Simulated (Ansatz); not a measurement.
**C2H8O2Si: up Jacob's ladder to CCSD(T), part 1 of 2**

How much do the methods differ for C2H8O2Si? The plan is to run it at one geometry with functionals of several rungs and with coupled cluster, and see how far each lands from CCSD(T) at the basis-set limit for the atomisation energy.

The runs use Ansatz 0.2.0, Gaussian basis; functionals in def2-TZVPP, the program's frozen cores in correlated methods.

Levels to be run: LDA (SPW92), PBE-D4, revPBE-D4, BLYP-D4, r2SCAN-D4, B97M-V, PBE0-D4, B3LYP-D4, r2SCANh-D4, r2SCAN0-D4, HSE06-D4, BHLYP-D4, CAM-B3LYP-D4, LC-ωPBE, ωB97X-V, ωB97M-V, B2PLYP, PBE-QIDH; CCSD(T)/def2-SVP; CCSD(T)/def2-TZVPP; MP2/def2-QZVPP; extrapolation to the limit; RPA on PBE.

### Step 1. The relaxed structure

The geometry comes from an earlier relaxation with PBE0-D4 in a triple-zeta def2 set; it is a stationary point, not always the lowest conformer.

13 atoms, charge 0, spin multiplicity 1.

Atoms are counted from 1 here; the program's logs count them from 0.

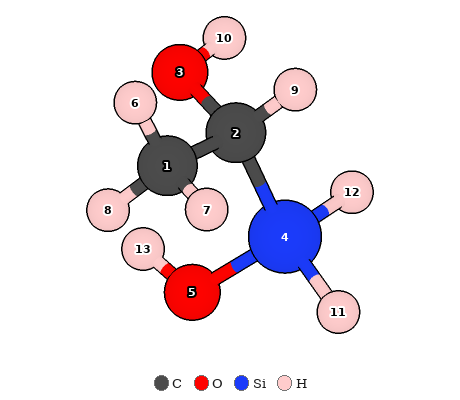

The geometry (carbon dark grey, oxygen red, silicon blue, hydrogen pink); atoms are numbered from 1 in the order of the file.

### Step 2. LDA

This LDA is Slater exchange with PW92 correlation.

in.yaml reads:

```yaml
crystal:
  periodic: [false, false, false]
  atoms:
    - {symbol: C, position_ang: [-0.989372, 0.568374, 1.101212]}
    - {symbol: C, position_ang: [0.243315, -0.182011, 0.647961]}
    - {symbol: O, position_ang: [1.327269, 0.767951, 0.605306]}
    - {symbol: Si, position_ang: [0.099538, -0.880692, -1.104401]}
    - {symbol: O, position_ang: [-0.122478, 0.371040, -2.152051]}
    - {symbol: H, position_ang: [-0.814806, 1.038937, 2.072049]}
    - {symbol: H, position_ang: [-1.839127, -0.112128, 1.192453]}
    - {symbol: H, position_ang: [-1.257591, 1.350747, 0.387332]}
    - {symbol: H, position_ang: [0.468120, -0.971901, 1.378559]}
    - {symbol: H, position_ang: [2.153917, 0.282786, 0.534937]}
    - {symbol: H, position_ang: [-1.046978, -1.804901, -1.294380]}
    - {symbol: H, position_ang: [1.376762, -1.603936, -1.385818]}
    - {symbol: H, position_ang: [0.421831, 1.140935, -1.968262]}
basis:
  gaussian: {orbitals: def2-TZVPP}
hamiltonian: {xc: lda}
output: {orbitals: {seedname: orbitals}}
```

Run with:

```console
$ ansatz run in.yaml --threads 4 --pin off --events-out ev --progress --plain --max-ram 10444MiB
```

The program printed:

```text
Functional definition: SPW92
  name "SPW92"
  cite "Dirac, Proc. Camb. Phil. Soc. 26, 376 (1930) doi:10.1017/S0305004100016108"
  cite "Slater, Phys. Rev. 81, 385 (1951) doi:10.1103/PhysRev.81.385"
  cite "Perdew & Wang, Phys. Rev. B 45, 13244 (1992) doi:10.1103/PhysRevB.45.13244"
  exchange = slater_x
  correlation = pw_c
1422 factors; their error is unknown
mean field evaluation 1: about -14080.9525 eV, gradient 9.5e1 eV
mean field evaluation 2: about -14021.0764 eV, gradient 1.9e2 eV
mean field evaluation 4: about -14097.8410 eV, gradient 1.8e1 eV
mean field evaluation 8: about -14098.4364 eV, gradient 1.9e-1 eV
mean field evaluation 16: about -14098.3974 eV, gradient 2.0e-4 eV
mean field -14098.39744373 eV, -518.1065498202 hartree, gradient 5.5e-5 eV, S^2 0.000000; 0 other end points of the search recorded, 0 dependent functions left out
reference -14098.39748593 eV, -518.1065513709 hartree; 25, 25 occupied and 253, 253 virtual orbitals, 1422 factors
Total energy: -14098.39748593 eV, -518.1065513709 hartree
```

Run time: 1.4 s. Hardware: 4 threads of Arm Neoverse V1, shared host.

With the free atoms at this level, -14041.250 eV in sum, the atomisation energy is 57.147 eV. HOMO -6.03 eV, LUMO -0.80 eV.

### Step 3. PBE-D4 (GGA)

Changes to in.yaml since step 2:

```diff
@@ -18,3 +18,3 @@
   gaussian: {orbitals: def2-TZVPP}
-hamiltonian: {xc: lda}
-output: {orbitals: {seedname: orbitals}}
+hamiltonian: {xc: pbe, dispersion: d4}
+output: {forces: true, orbitals: {seedname: orbitals}}
```

Same command.

The program printed, shortened:

```text
Functional definition: PBE
  name "PBE"
  cite "Perdew, Burke & Ernzerhof, Phys. Rev. Lett. 77, 3865 (1996) doi:10.1103/PhysRevLett.77.3865"
  parent pbe
[...]
1422 factors; their error is unknown
[...]
mean field -14168.56092592 eV, -520.6850102322 hartree, gradient 1.5e-5 eV, S^2 0.000000; 0 other end points of the search recorded, 0 dependent functions left out
[...]
reference -14168.56097133 eV, -520.6850119007 hartree; 25, 25 occupied and 253, 253 virtual orbitals, 1422 factors
Total energy: -14168.81901274 eV, -520.6944947479 hartree
Atom 0 at    -0.989372     0.568374     1.101212 Å, force    -0.025252     0.000543     0.008060 eV/Å
Atom 1 at     0.243315    -0.182011     0.647961 Å, force    -0.191417    -0.241004     0.016158 eV/Å
Atom 2 at     1.327269     0.767951     0.605306 Å, force     0.009981     0.618143     0.023065 eV/Å
Atom 3 at     0.099538    -0.880692    -1.104401 Å, force     0.053885    -0.284947     0.179492 eV/Å
Atom 4 at    -0.122478     0.371040    -2.152051 Å, force    -0.338661     0.039059    -0.429945 eV/Å
Atom 5 at    -0.814806     1.038937     2.072049 Å, force     0.023321     0.099508     0.199728 eV/Å
Atom 6 at    -1.839127    -0.112128     1.192453 Å, force    -0.166717    -0.123504     0.019349 eV/Å
Atom 7 at    -1.257591     1.350747     0.387332 Å, force    -0.063461     0.158354    -0.138951 eV/Å
Atom 8 at     0.468120    -0.971901     1.378559 Å, force     0.035364    -0.182208     0.159094 eV/Å
Atom 9 at     2.153917     0.282786     0.534937 Å, force     0.406183    -0.243062    -0.044695 eV/Å
Atom 10 at    -1.046978    -1.804901    -1.294380 Å, force    -0.136171    -0.102018    -0.044672 eV/Å
Atom 11 at     1.376762    -1.603936    -1.385818 Å, force     0.143640    -0.094886    -0.020943 eV/Å
Atom 12 at     0.421831     1.140935    -1.968262 Å, force     0.249305     0.356024     0.074260 eV/Å
Dipole moment:     0.200002    -0.087410     0.259098 e Å
```

It took 3 s on 4 threads of Arm Neoverse V1, shared host.

Atomisation energy: 50.706 eV (free atoms -14118.114 eV, run apart). HOMO -5.89 eV, LUMO -0.56 eV.

### Step 4. revPBE-D4 (GGA)

Changes to in.yaml since step 3:

```diff
@@ -18,3 +18,3 @@
   gaussian: {orbitals: def2-TZVPP}
-hamiltonian: {xc: pbe, dispersion: d4}
-output: {forces: true, orbitals: {seedname: orbitals}}
+hamiltonian: {xc: {name: revPBE}, dispersion: d4}
+output: {orbitals: {seedname: orbitals}}
```

Launched as before.

The program printed:

```text
Functional definition: revPBE
  name "revPBE"
  cite "Zhang & Yang, Phys. Rev. Lett. 80, 890 (1998) doi:10.1103/PhysRevLett.80.890"
  cite "Perdew, Burke & Ernzerhof, Phys. Rev. Lett. 77, 3865 (1996) doi:10.1103/PhysRevLett.77.3865"
  parameter kappa = 1.245
  parameter beta = 0.06672455060314922
  exchange = pbe_x(kappa = kappa, mu = beta*pi^2/3)
  correlation = pbe_c(beta = beta)
1422 factors; their error is unknown
mean field evaluation 1: about -14160.6147 eV, gradient 9.1e1 eV
mean field evaluation 2: about -14109.2930 eV, gradient 1.8e2 eV
mean field evaluation 4: about -14175.9434 eV, gradient 1.5e1 eV
mean field evaluation 8: about -14176.4014 eV, gradient 1.6e-1 eV
mean field evaluation 16: about -14176.3592 eV, gradient 7.2e-4 eV
mean field -14176.35919509 eV, -520.9715913383 hartree, gradient 6.6e-5 eV, S^2 0.000000; 0 other end points of the search recorded, 0 dependent functions left out
reference -14176.35925185 eV, -520.9715934240 hartree; 25, 25 occupied and 253, 253 virtual orbitals, 1422 factors
Total energy: -14177.18240659 eV, -521.0018438026 hartree
```

Wall time 2.4 s (4 threads of Arm Neoverse V1, shared host).

With the free atoms at this level, -14127.661 eV in sum, the atomisation energy is 49.521 eV. HOMO -5.83 eV, LUMO -0.44 eV.

### Step 5. BLYP-D4 (GGA)

Changes to in.yaml since step 4:

```diff
@@ -18,3 +18,3 @@
   gaussian: {orbitals: def2-TZVPP}
-hamiltonian: {xc: {name: revPBE}, dispersion: d4}
+hamiltonian: {xc: {name: BLYP}, dispersion: d4}
 output: {orbitals: {seedname: orbitals}}
```

Same command.

The program printed:

```text
Functional definition: BLYP
  name "BLYP"
  cite "Becke, Phys. Rev. A 38, 3098 (1988) doi:10.1103/PhysRevA.38.3098"
  cite "Lee, Yang & Parr, Phys. Rev. B 37, 785 (1988) doi:10.1103/PhysRevB.37.785"
  parameter beta = 0.0042
  parameter a = 0.04918
  parameter b = 0.132
  parameter c = 0.2533
  parameter d = 0.349
  exchange = b88_x(beta = beta)
  correlation = lyp_c(a = a, b = b, c = c, d = d)
1422 factors; their error is unknown
mean field evaluation 1: about -14159.5426 eV, gradient 9.9e1 eV
mean field evaluation 2: about -14090.9386 eV, gradient 2.0e2 eV
mean field evaluation 4: about -14177.3594 eV, gradient 1.9e1 eV
mean field evaluation 8: about -14178.0564 eV, gradient 1.9e-1 eV
mean field evaluation 16: about -14178.0131 eV, gradient 2.1e-4 eV
mean field -14178.01309680 eV, -521.0323711049 hartree, gradient 5.1e-5 eV, S^2 0.000000; 0 other end points of the search recorded, 0 dependent functions left out
reference -14178.01348266 eV, -521.0323852852 hartree; 25, 25 occupied and 253, 253 virtual orbitals, 1422 factors
Total energy: -14178.58435390 eV, -521.0533644161 hartree
```

Wall time 2.5 s (4 threads of Arm Neoverse V1, shared host).

With the free atoms at this level, -14128.730 eV in sum, the atomisation energy is 49.855 eV. HOMO -5.83 eV, LUMO -0.50 eV.

### Step 6. r2SCAN-D4 (meta-GGA)

Changes to in.yaml since step 5:

```diff
@@ -18,3 +18,3 @@
   gaussian: {orbitals: def2-TZVPP}
-hamiltonian: {xc: {name: BLYP}, dispersion: d4}
-output: {orbitals: {seedname: orbitals}}
+hamiltonian: {xc: r2scan, dispersion: d4}
+output: {forces: true, orbitals: {seedname: orbitals}}
```

Launched as before.

The program printed, shortened:

```text
Functional definition: r2SCAN
  name "r2SCAN"
  cite "Furness, Kaplan, Ning, Perdew & Sun, J. Phys. Chem. Lett. 11, 8208 (2020) doi:10.1021/acs.jpclett.0c02405"
  cite "Furness, Kaplan, Ning, Perdew & Sun, J. Phys. Chem. Lett. 11, 9248 (2020) doi:10.1021/acs.jpclett.0c03077"
  parent r2scan
[...]
1422 factors; their error is unknown
[...]
mean field -14176.09888840 eV, -520.9620252439 hartree, gradient 5.2e-5 eV, S^2 0.000000; 0 other end points of the search recorded, 0 dependent functions left out
[...]
reference -14176.09890140 eV, -520.9620257213 hartree; 25, 25 occupied and 253, 253 virtual orbitals, 1422 factors
Total energy: -14176.16386675 eV, -520.9644131542 hartree
Atom 0 at    -0.989372     0.568374     1.101212 Å, force    -0.094985     0.070216     0.044612 eV/Å
Atom 1 at     0.243315    -0.182011     0.647961 Å, force    -0.194406    -0.345195    -0.026834 eV/Å
[...]
Atom 3 at     0.099538    -0.880692    -1.104401 Å, force     0.012966    -0.064250    -0.007363 eV/Å
Atom 4 at    -0.122478     0.371040    -2.152051 Å, force    -0.020184     0.025607    -0.027946 eV/Å
Atom 5 at    -0.814806     1.038937     2.072049 Å, force    -0.005614    -0.000264    -0.007847 eV/Å
Atom 6 at    -1.839127    -0.112128     1.192453 Å, force     0.017726     0.012277    -0.003218 eV/Å
Atom 7 at    -1.257591     1.350747     0.387332 Å, force     0.008622    -0.004764     0.003379 eV/Å
Atom 8 at     0.468120    -0.971901     1.378559 Å, force     0.009171    -0.004087     0.032693 eV/Å
Atom 9 at     2.153917     0.282786     0.534937 Å, force     0.040975    -0.035488    -0.011979 eV/Å
Atom 10 at    -1.046978    -1.804901    -1.294380 Å, force     0.015768     0.014174    -0.003478 eV/Å
Atom 11 at     1.376762    -1.603936    -1.385818 Å, force    -0.018147     0.005016     0.011274 eV/Å
Atom 12 at     0.421831     1.140935    -1.968262 Å, force     0.008608     0.022114    -0.002472 eV/Å
Dipole moment:     0.199764    -0.096975     0.259418 e Å
```

It took 5.5 s on 4 threads of Arm Neoverse V1, shared host.

With the free atoms at this level, -14126.077 eV in sum, the atomisation energy is 50.087 eV. HOMO -6.17 eV, LUMO -0.06 eV.

### Step 7. B97M-V (meta-GGA)

Changes to in.yaml since step 6:

```diff
@@ -18,3 +18,3 @@
   gaussian: {orbitals: def2-TZVPP}
-hamiltonian: {xc: r2scan, dispersion: d4}
-output: {forces: true, orbitals: {seedname: orbitals}}
+hamiltonian: {xc: {name: B97M-V}}
+output: {orbitals: {seedname: orbitals}}
```

Launched as before.

The program printed, shortened:

```text
Functional definition: B97M-V
  name "B97M-V"
  cite "Mardirossian & Head-Gordon, J. Chem. Phys. 142, 074111 (2015) doi:10.1063/1.4907719"
  cite "Becke, J. Chem. Phys. 107, 8554 (1997) doi:10.1063/1.475007"
  cite "Vydrov & Van Voorhis, J. Chem. Phys. 133, 244103 (2010) doi:10.1063/1.3521275"
  # Of w^i u^j: cxij and so on, Table III.
[...]
  gx(w, u) = cx00 + cx01*u + cx02*u^2 + (cx10 + cx11*u)*w
  gss(w, u) = css00 + css02*u^2 + css10*w + (css32*w^3 + css42*w^4)*u^2
  gos(w, u) = cos00 + cos01*u + cos03*u^3 + cos10*w + cos32*w^3*u^2
[...]
      + integral(e_c_pw_mod_opposite_spin*gos(b97_w_opposite, b97_u_opposite)) + vv10(b, c)
1422 factors; their error is unknown
[...]
mean field -14176.94020193 eV, -520.9929429457 hartree, gradient 4.6e-5 eV, S^2 0.000000; 0 other end points of the search recorded, 0 dependent functions left out
reference -14176.94026601 eV, -520.9929453008 hartree; 25, 25 occupied and 253, 253 virtual orbitals, 1422 factors
Total energy: -14176.94026601 eV, -520.9929453008 hartree
```

Wall time 10 s (4 threads of Arm Neoverse V1, shared host).

With the free atoms at this level, -14126.933 eV in sum, the atomisation energy is 50.008 eV. HOMO -6.34 eV, LUMO -0.36 eV.

### Step 8. PBE0-D4 (hybrid)

Changes to in.yaml since step 7:

```diff
@@ -18,3 +18,3 @@
   gaussian: {orbitals: def2-TZVPP}
-hamiltonian: {xc: {name: B97M-V}}
+hamiltonian: {xc: pbe0, dispersion: d4}
 output: {orbitals: {seedname: orbitals}}
```

Its log isn't repeated here (it stands with the study of this molecule's fields); it ends on a total energy of -14169.991785 eV.

With the free atoms at this level, -14120.144 eV in sum, the atomisation energy is 49.848 eV. HOMO -7.34 eV, LUMO 0.33 eV.

### Step 9. B3LYP-D4 (hybrid)

B3LYP here takes the VWN-RPA correlation.

Changes to in.yaml since step 8:

```diff
@@ -18,3 +18,3 @@
   gaussian: {orbitals: def2-TZVPP}
-hamiltonian: {xc: pbe0, dispersion: d4}
-output: {orbitals: {seedname: orbitals}}
+hamiltonian: {xc: {name: B3LYP}, dispersion: d4}
+output: {forces: true, orbitals: {seedname: orbitals}}
```

Launched as before.

The program printed, shortened:

```text
Functional definition: B3LYP
  name "B3LYP"
  cite "Stephens, Devlin, Chabalowski & Frisch, J. Phys. Chem. 98, 11623 (1994) doi:10.1021/j100096a001"
  cite "Becke, Phys. Rev. A 38, 3098 (1988) doi:10.1103/PhysRevA.38.3098"
  cite "Lee, Yang & Parr, Phys. Rev. B 37, 785 (1988) doi:10.1103/PhysRevB.37.785"
  cite "Vosko, Wilk & Nusair, Can. J. Phys. 58, 1200 (1980) doi:10.1139/p80-159"
[...]
1425 factors; their error is unknown
[...]
mean field -14180.98157370 eV, -521.1414606189 hartree, gradient 1.6e-5 eV, S^2 0.000000; 0 other end points of the search recorded, 0 dependent functions left out
[...]
reference -14180.98186165 eV, -521.1414712010 hartree; 25, 25 occupied and 253, 253 virtual orbitals, 1425 factors
Total energy: -14181.39476537 eV, -521.1566451327 hartree
Atom 0 at    -0.989372     0.568374     1.101212 Å, force    -0.183994     0.114492     0.085606 eV/Å
[...]
Atom 3 at     0.099538    -0.880692    -1.104401 Å, force     0.006967    -0.290882    -0.035636 eV/Å
Atom 4 at    -0.122478     0.371040    -2.152051 Å, force     0.013177     0.093078    -0.043380 eV/Å
Atom 5 at    -0.814806     1.038937     2.072049 Å, force    -0.024535    -0.018126    -0.044961 eV/Å
Atom 6 at    -1.839127    -0.112128     1.192453 Å, force     0.033043     0.040687     0.002119 eV/Å
Atom 7 at    -1.257591     1.350747     0.387332 Å, force     0.004870    -0.034222     0.049098 eV/Å
Atom 8 at     0.468120    -0.971901     1.378559 Å, force    -0.002919     0.051178    -0.035991 eV/Å
Atom 9 at     2.153917     0.282786     0.534937 Å, force     0.057766     0.045297     0.007560 eV/Å
Atom 10 at    -1.046978    -1.804901    -1.294380 Å, force     0.068593     0.056298     0.015777 eV/Å
Atom 11 at     1.376762    -1.603936    -1.385818 Å, force    -0.080083     0.037976     0.016903 eV/Å
Atom 12 at     0.421831     1.140935    -1.968262 Å, force    -0.012766     0.053706    -0.056226 eV/Å
Dipole moment:     0.198347    -0.120443     0.260028 e Å
```

Wall time 5.5 s (4 threads of Arm Neoverse V1, shared host); peak memory 0.82 GiB.

With the free atoms at this level, -14131.440 eV in sum, the atomisation energy is 49.955 eV. HOMO -7.15 eV, LUMO 0.04 eV.

### Step 10. r2SCANh-D4 (hybrid)

Changes to in.yaml since step 9:

```diff
@@ -18,3 +18,3 @@
   gaussian: {orbitals: def2-TZVPP}
-hamiltonian: {xc: {name: B3LYP}, dispersion: d4}
-output: {forces: true, orbitals: {seedname: orbitals}}
+hamiltonian: {xc: {name: r2SCANh}, dispersion: d4}
+output: {orbitals: {seedname: orbitals}}
```

Launched as before.

The program printed, shortened:

```text
Functional definition: r2SCANh
  name "r2SCANh"
  cite "Bursch, Neugebauer, Ehlert & Grimme, J. Chem. Phys. 156, 134105 (2022) doi:10.1063/5.0086040"
  cite "Furness, Kaplan, Ning, Perdew & Sun, J. Phys. Chem. Lett. 11, 8208 (2020) doi:10.1021/acs.jpclett.0c02405"
  cite "Furness, Kaplan, Ning, Perdew & Sun, J. Phys. Chem. Lett. 11, 9248 (2020) doi:10.1021/acs.jpclett.0c03077"
  parent r2scan
[...]
1422 factors; their error is unknown
[...]
mean field -14175.73237545 eV, -520.9485561412 hartree, gradient 1.8e-5 eV, S^2 0.000000; 0 other end points of the search recorded, 0 dependent functions left out
reference -14175.73238735 eV, -520.9485565787 hartree; 25, 25 occupied and 253, 253 virtual orbitals, 1422 factors
Total energy: -14175.80063488 eV, -520.9510646291 hartree
```

Wall time 6 s (4 threads of Arm Neoverse V1, shared host); peak memory 0.71 GiB.

Atomisation energy: 49.775 eV (free atoms -14126.026 eV, run apart). HOMO -6.72 eV, LUMO 0.23 eV.

### Step 11. r2SCAN0-D4 (hybrid)

Changes to in.yaml since step 10:

```diff
@@ -18,3 +18,3 @@
   gaussian: {orbitals: def2-TZVPP}
-hamiltonian: {xc: {name: r2SCANh}, dispersion: d4}
+hamiltonian: {xc: {name: r2SCAN0}, dispersion: d4}
 output: {orbitals: {seedname: orbitals}}
```

Same command.

The program printed, shortened:

```text
Functional definition: r2SCAN0
  name "r2SCAN0"
  cite "Bursch, Neugebauer, Ehlert & Grimme, J. Chem. Phys. 156, 134105 (2022) doi:10.1063/5.0086040"
  cite "Furness, Kaplan, Ning, Perdew & Sun, J. Phys. Chem. Lett. 11, 8208 (2020) doi:10.1021/acs.jpclett.0c02405"
  cite "Furness, Kaplan, Ning, Perdew & Sun, J. Phys. Chem. Lett. 11, 9248 (2020) doi:10.1021/acs.jpclett.0c03077"
  parent r2scan
[...]
1425 factors; their error is unknown
[...]
mean field -14175.21529512 eV, -520.9295537896 hartree, gradient 1.2e-5 eV, S^2 0.000000; 0 other end points of the search recorded, 0 dependent functions left out
reference -14175.21530541 eV, -520.9295541677 hartree; 25, 25 occupied and 253, 253 virtual orbitals, 1425 factors
Total energy: -14175.29041148 eV, -520.9323142649 hartree
```

It took 5.5 s on 4 threads of Arm Neoverse V1, shared host; peak memory 0.7 GiB.

Atomisation energy: 49.328 eV (free atoms -14125.963 eV, run apart). HOMO -7.53 eV, LUMO 0.64 eV.

### Step 12. HSE06-D4 (hybrid)

HSE06 is the plane-wave form, built on full-range PBE exchange.

Changes to in.yaml since step 11:

```diff
@@ -18,3 +18,3 @@
   gaussian: {orbitals: def2-TZVPP}
-hamiltonian: {xc: {name: r2SCAN0}, dispersion: d4}
+hamiltonian: {xc: hse06, dispersion: d4}
 output: {orbitals: {seedname: orbitals}}
```

Same command.

The program printed, shortened:

```text
Functional definition: HSE06
  name "HSE06"
  cite "Heyd, Scuseria & Ernzerhof, J. Chem. Phys. 118, 8207 (2003) doi:10.1063/1.1564060"
  cite "Krukau, Vydrov, Izmaylov & Scuseria, J. Chem. Phys. 125, 224106 (2006) doi:10.1063/1.2404663"
  cite "Heyd & Scuseria, J. Chem. Phys. 120, 7274 (2004) doi:10.1063/1.1668634"
  cite "Ernzerhof & Perdew, J. Chem. Phys. 109, 3313 (1998) doi:10.1063/1.476928"
  cite "Perdew, Burke & Ernzerhof, Phys. Rev. Lett. 77, 3865 (1996) doi:10.1103/PhysRevLett.77.3865"
  parent pbe
[...]
  # The whole range is PBE's own exchange, as in plane waves. The composition of these papers is wPBEh.
[...]
1425 factors; their error is unknown
124 factors; integrals over basis functions are off by at most 4.0e-7 eV
[...]
mean field -14169.27167465 eV, -520.7111297663 hartree, gradient 3.0e-5 eV, S^2 0.000000; 0 other end points of the search recorded, 0 dependent functions left out
reference -14169.27171963 eV, -520.7111314190 hartree; 25, 25 occupied and 253, 253 virtual orbitals, 1425 factors
Total energy: -14169.47291135 eV, -520.7185250784 hartree
```

Run time: 3.7 s. Hardware: 4 threads of Arm Neoverse V1, shared host; peak memory 0.73 GiB.

With the free atoms at this level, -14119.590 eV in sum, the atomisation energy is 49.883 eV. HOMO -6.93 eV, LUMO -0.05 eV.

### Step 13. BHLYP-D4 (hybrid)

Changes to in.yaml since step 12:

```diff
@@ -18,3 +18,3 @@
   gaussian: {orbitals: def2-TZVPP}
-hamiltonian: {xc: hse06, dispersion: d4}
+hamiltonian: {xc: {name: BHLYP}, dispersion: d4}
 output: {orbitals: {seedname: orbitals}}
```

Launched as before.

The program printed:

```text
Functional definition: BHLYP
  name "BHLYP"
  cite "Becke, J. Chem. Phys. 98, 1372 (1993) doi:10.1063/1.464304"
  cite "Becke, Phys. Rev. A 38, 3098 (1988) doi:10.1103/PhysRevA.38.3098"
  cite "Lee, Yang & Parr, Phys. Rev. B 37, 785 (1988) doi:10.1103/PhysRevB.37.785"
  parameter a = 0.5
  exchange = (1 - a)*b88_x + a*exact_x
  correlation = lyp_c
1578 factors; their error is unknown
mean field evaluation 1: about -14168.6344 eV, gradient 6.7e1 eV
mean field evaluation 2: about -14166.9605 eV, gradient 7.4e1 eV
mean field evaluation 4: about -14176.7135 eV, gradient 2.8e0 eV
mean field evaluation 8: about -14176.7284 eV, gradient 4.1e-2 eV
mean field evaluation 16: about -14176.7964 eV, gradient 6.7e-5 eV
mean field -14176.79640713 eV, -520.9876585843 hartree, gradient 6.7e-5 eV, S^2 0.000000; 0 other end points of the search recorded, 0 dependent functions left out
reference -14176.79660104 eV, -520.9876657104 hartree; 25, 25 occupied and 253, 253 virtual orbitals, 1578 factors
Total energy: -14177.09618762 eV, -520.9986753141 hartree
```

It took 3.5 s on 4 threads of Arm Neoverse V1, shared host; peak memory 0.73 GiB.

With the free atoms at this level, -14128.562 eV in sum, the atomisation energy is 48.534 eV. HOMO -8.75 eV, LUMO 1.10 eV.

(Continued in part 2 of 2.)
